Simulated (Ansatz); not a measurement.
**InH3F− ([InFH3]-): RPA@PBE/STO-3G**

Aim: the energy change on altering one bond length of InH3F− ([InFH3]-) at RPA@PBE/STO-3G, from 2 runs. 

The calculation is run with Ansatz 0.2.0.

4 further runs of the same task are left out: 4 that didn't finish.

### 1 The molecule

InH3F− has 5 atoms, charge -1, and is taken as a singlet. SMILES: `[H][In-]([H])([H])[F]`. The shape comes from GFN2-xTB, which is rough for such elements, and wasn't checked as a minimum.

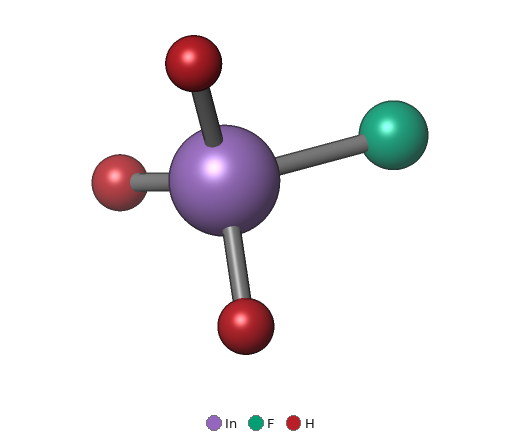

Viewed from a chosen angle; indium purple, fluorine teal, hydrogen red.

### 2 The energy at RPA@PBE/STO-3G

File in.yaml:

```yaml
crystal:
  periodic: [false, false, false]
  atoms:
    - symbol: In
      position_ang: [0.001730, 0.003130, -0.134360]
    - symbol: F
      position_ang: [0.009540, -0.019260, 1.883540]
    - symbol: H
      position_ang: [1.643850, 0.009670, -0.593190]
    - symbol: H
      position_ang: [-0.832240, 1.425350, -0.564970]
    - symbol: H
      position_ang: [-0.822880, -1.418880, -0.591010]
basis:
  gaussian: {orbitals: STO-3G}
total_charge: -1
hamiltonian: {xc: {name: PBE}}
correlation: {method: rpa, frozen_orbitals: {F: 1, H: 0, In: 18}}
accuracy: high
```

The run is started by

```sh
$ ansatz run in.yaml --threads 1 --pin off --max-ram 2610MiB --events-out events.jsonl --progress --plain --runs-dir runs
```

The log of the run:

```text
Warning: RAYON_NUM_THREADS=1 ignored (pool sized by the plan → 1); use --threads N
Functional definition: PBE
  name "PBE"
  parameter kappa = 0.804
  parameter beta = 0.06672455060314922
  exchange = pbe_x(kappa = kappa, mu = beta*pi^2/3)
  correlation = pbe_c(beta = beta)
645 factors; integrals over basis functions are off by at most 3.8e-9 eV
mean field evaluation 1: about -157388.0000 eV, gradient 5.1e1 eV
mean field evaluation 2: about -157387.9385 eV, gradient 5.1e1 eV
mean field evaluation 4: about -157396.6435 eV, gradient 1.0e1 eV
mean field evaluation 8: about -157397.0637 eV, gradient 1.2e-1 eV
mean field evaluation 16: about -157397.0638 eV, gradient 8.5e-7 eV
mean field -157397.06382844 eV, -5784.2354081333 hartree, gradient 4.0e-8 eV, S^2 0.000000; 0 other end points of the search recorded, 0 dependent functions left out
19 core orbitals not correlated: weight in the atoms' cores, before any rotation towards them, 1.000 or more for the frozen orbitals, at most 0.000 for the correlated occupied ones
reference -157349.40652014 eV, -5782.4840343568 hartree; 12, 12 occupied and 4, 4 virtual orbitals, 645 factors
Total energy: -157353.21072411 eV, -5782.6238362739 hartree
```

It took 2.5 s on 1 thread of Arm Neoverse V2, shared host; peak memory 0.11 GiB.

### 3 The distorted shape, same level

File input.yaml:

```yaml
crystal:
  periodic: [false, false, false]
  atoms:
    - {symbol: In, position_ang: [0.207898, 0.358659, -0.020189]}
    - {symbol: F, position_ang: [0.215708, 0.336269, 1.997711]}
    - {symbol: H, position_ang: [1.850018, 0.365199, -0.479019]}
    - {symbol: H, position_ang: [-0.626072, 1.780879, -0.450799]}
    - {symbol: H, position_ang: [-0.822880, -1.418880, -0.591010]}
basis:
  gaussian: {orbitals: STO-3G}
total_charge: -1
hamiltonian: {xc: pbe}
correlation: {method: rpa, frozen_orbitals: {F: 1, H: 0, In: 18}}
accuracy: high
```

The run is started by

```sh
$ ansatz run input.yaml --threads 1 --pin off --max-ram 2610MiB --events-out events.jsonl --progress --plain --runs-dir runs
```

The log of the run (excerpt; [...] marks lines left out):

```text
Warning: RAYON_NUM_THREADS=1 ignored (pool sized by the plan → 1); use --threads N
Functional definition: PBE
  name "PBE"
[...]
645 factors; integrals over basis functions are off by at most 4.4e-9 eV
[...]
mean field -157396.10395904 eV, -5784.2001335837 hartree, gradient 6.1e-8 eV, S^2 0.000000; 1 other end points of the search recorded, 0 dependent functions left out
19 core orbitals not correlated: weight in the atoms' cores, before any rotation towards them, 1.000 or more for the frozen orbitals, at most 0.000 for the correlated occupied ones
reference -157348.20306795 eV, -5782.4398083046 hartree; 12, 12 occupied and 4, 4 virtual orbitals, 645 factors
Total energy: -157352.36009601 eV, -5782.5925762679 hartree
```

It took 3.6 s on 1 thread of Arm Neoverse V2, shared host; peak memory 0.11 GiB.

### 4 Outcome

Level: RPA@PBE/STO-3G, 19 core orbitals frozen.

```
                                                          quantity           value
                                         first shape: total energy  -5782.62384 Eh
                     first shape: RPA correlation energy (valence)      -139.8 mEh
                                     distorted shape: total energy  -5782.59258 Eh
                 distorted shape: RPA correlation energy (valence)      -152.8 mEh
energy change with the In1–H5 bond stretched from 1.706 to 2.133 Å        0.851 eV
```

In words: With the In1–H5 bond stretched from 1.706 to 2.133 Å the energy rises by 0.85 eV (82.1 kJ/mol). The first shape isn't relaxed at this level, so the change isn't measured from a minimum. The minimal basis adds a large error of its own. Relativity is left out (first shape) although the molecule holds a heavy atom. Relativity is left out (distorted shape) although the molecule holds a heavy atom.
